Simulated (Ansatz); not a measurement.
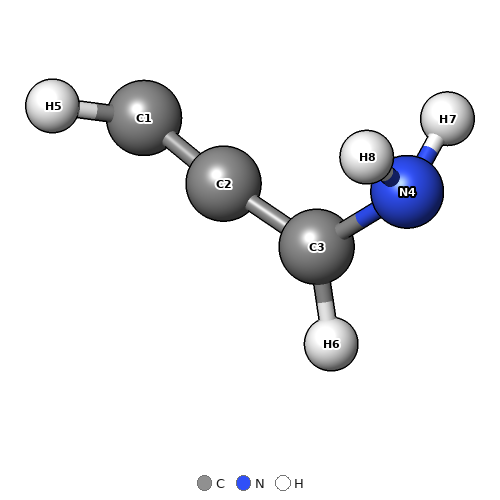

The system is C₃H₄N, SMILES [CH-]=C=CN, charge −1; the picture shows the reference structure. The first coordinate is: angle C1–C2–C3 (carried through 180); the second: change of the bonds C2–C1, C2–C3, all alike. Nothing is relaxed (all other coordinates rigid). The scan uses a 13 × 13 grid. Points are written as (first, second). Energies are in kJ/mol, from the lowest grid point. Theory: RKS PBE0-D4/def2-SVPD (Ansatz).

Its coordinates:

```xyz
8

C    -1.1506    1.7325   -0.3099
C    -0.2943    0.8562    0.0897
C     0.4847   -0.1292    0.5840
N     0.4530   -1.4990    0.0995
H    -0.8758    2.3969   -1.1460
H     1.1654    0.0497    1.4252
H    -0.4972   -1.8652    0.1410
H     0.7148   -1.5418   -0.8836
```

Range: angle C1–C2–C3 (carried through 180) from 140.0 to 220.0°; change of the bonds C2–C1, C2–C3, all alike from −0.145 to 0.224 Å.

Predict the map.

Answer. The lowest grid point is at (173.3°, 0.009 Å). It is the only kind of minimum in the scanned range. The highest grid point, (220.0°, −0.145 Å), lies 331 kJ/mol above the lowest. Round the minimum the two coordinates are weakly coupled (coupling 0.08 in units of the two stiffnesses).

```
second ↓, first →  140.0  146.7  153.3  160.0  166.7  173.3  180.0  186.7  193.3  200.0  206.7  213.3  220.0
            0.224    232    221    214    211    210    212    216    224    233    246    260    278    299
            0.193    191    179    171    166    164    166    170    178    188    200    216    235    257
            0.163    155    142    132    126    124    125    129    136    146    160    176    196    220
            0.132    123    107     96     89     86     86     90     98    108    122    139    161    186
            0.101     96     78     66     58     53     53     57     64     75     89    108    130    158
            0.070     76     56     42     33     28     27     30     37     48     64     83    107    137
            0.040     65     43     27     16     10      9     12     19     30     46     67     92    124
            0.009     63     39     22      9      2      0      2     10     21     38     60     87    120
           −0.022     74     48     28     14      6      3      5     12     24     42     65     93    129
           −0.053     99     70     49     33     23     19     21     28     41     59     83    114    152
           −0.084    141    110     86     69     58     53     54     61     74     93    119    151    191
           −0.114    200    167    141    122    109    103    104    111    124    145    172    206    249
           −0.145    285    249    221    200    186    179    178    185    199    221    250    286    331
```

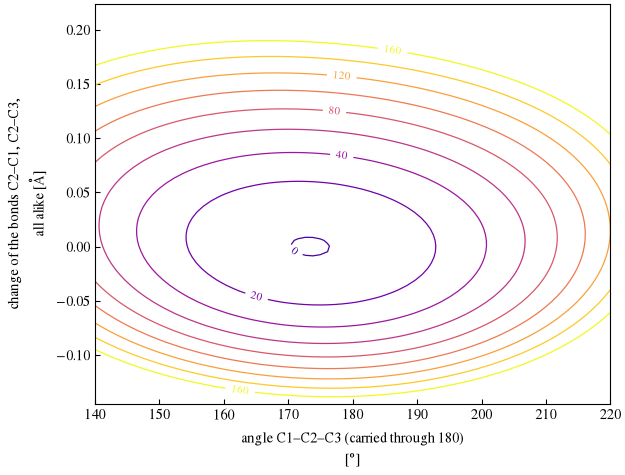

Drawn: contour lines labelled in kJ/mol (none above 160). Between grid points the surface is interpolated.

Each point was launched as `ansatz run input.yaml --threads 1 --pin off --max-ram 2560MiB --backend cpu --events-out ev --progress --plain --runs-dir out`. Time for the 169 points that were run: 8.4 min on 1 thread of Arm Neoverse V2, with other jobs on the host.
